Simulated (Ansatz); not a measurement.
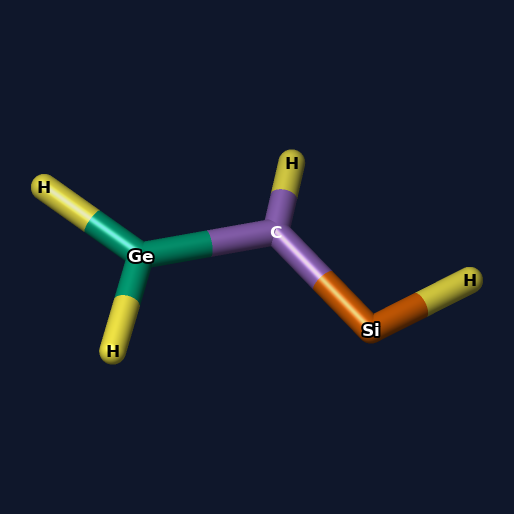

Every bond is drawn as one stick, whatever its order.

Computed geometry: PBE0-D4/def2-TZVP optimisation. No frequency run is at hand to confirm it as a minimum.

> Give the formula.

CH4GeSi, 7 atoms: 1 carbon, 4 hydrogen, 1 germanium and 1 silicon.

> How many atoms are distinct by symmetry?

7: 1 Si, 1 C, 1 Ge, 1 H, 1 H, 1 H, 1 H.

> Count the bonded pairs by element.

2 Ge–H, 1 C–Si, 1 C–Ge, 1 C–H, 1 Si–H. Sticks follow a distance rule.

> What is the point group of this geometry?

Cs.

The parts below concern this one geometry. Atoms keep their numbers from picture to picture.

## Shape

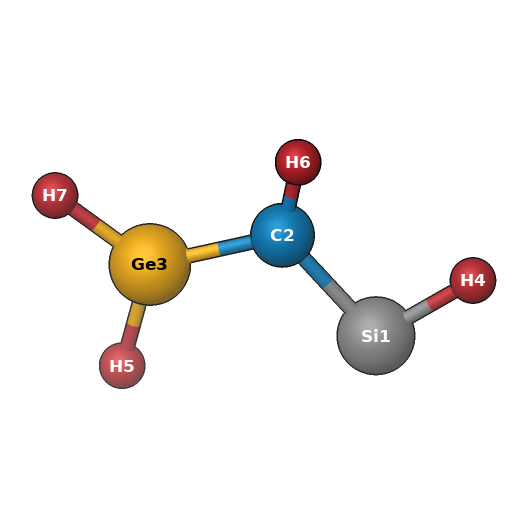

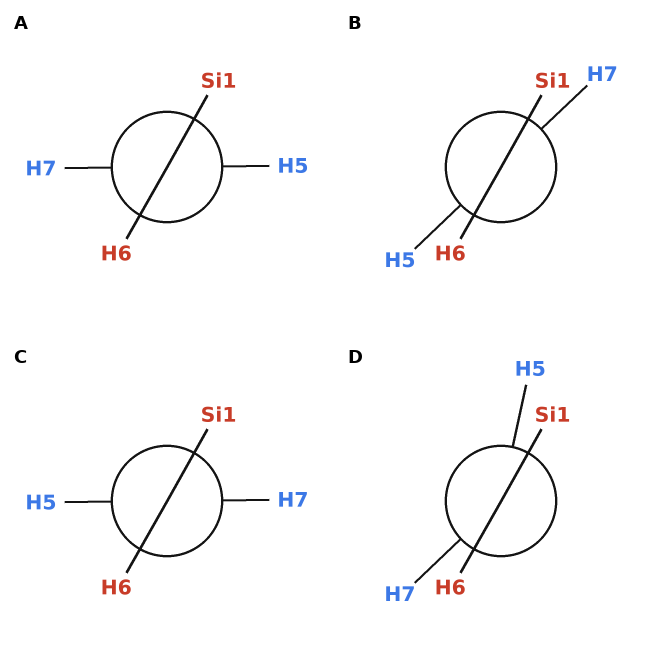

Atoms fade into the background with distance from the viewer. Bonds that would overlap in a projection are set slightly apart. No frequency run is at hand to confirm it as a minimum.

> Which Newman projection shows the view along C2–Ge3, with C2 in front?

D. The torsion angle Si1–C2–Ge3–H5 is 0°, synperiplanar (eclipsed).

## Dipole moment

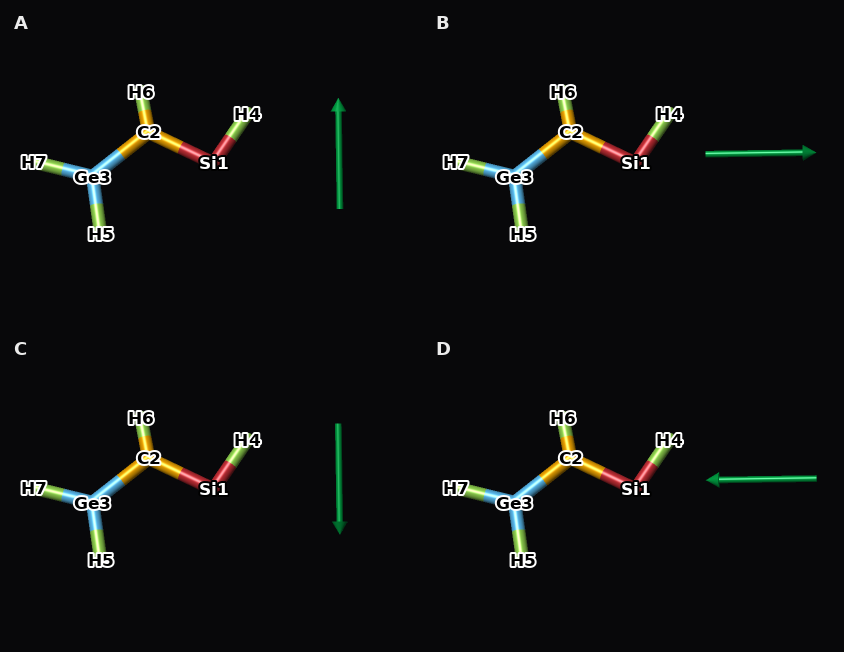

The same molecule four times, each with an arrow. No frequency run is at hand to confirm it as a minimum. Level of theory: RKS PBE0-D4/def2-TZVP (Ansatz 0.2.0).

> Which arrow points along the dipole moment, from the negative to the positive end?

D. The dipole moment is 3.24 D; it points from the side of H4 to the side of H7 (the outermost atoms at the two ends).

## Electronic properties

No frequency run is at hand to confirm it as a minimum. Properties computed with RKS PBE0-D4/def2-TZVPP (Ansatz 0.2.0).

> Estimate the HOMO energy (Kohn–Sham orbital).

−5.98 eV.

> What is the LUMO energy (Kohn–Sham orbital)?

−2.66 eV.

> Estimate the dispersion correction.

−13.4 kJ/mol.

## Charges

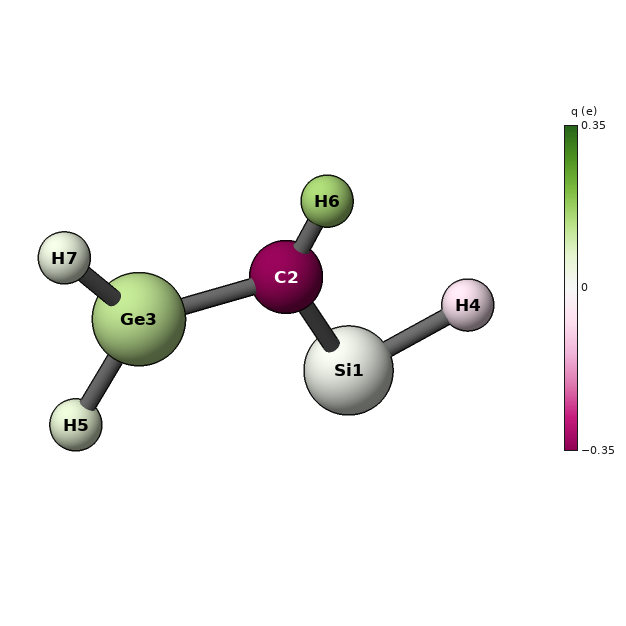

Atoms are coloured by their Mulliken charges. No frequency run is at hand to confirm it as a minimum. Level of theory: RKS PBE0-D4/def2-TZVP (Ansatz 0.2.0).

List the Mulliken charges.

```
atom  value (e)
 Si1       0.02
  C2      −0.34
 Ge3       0.13
  H4      −0.06
  H5       0.06
  H6       0.15
  H7       0.04
```

Mulliken values depend strongly on the basis set and can even reverse the polarity of a bond.
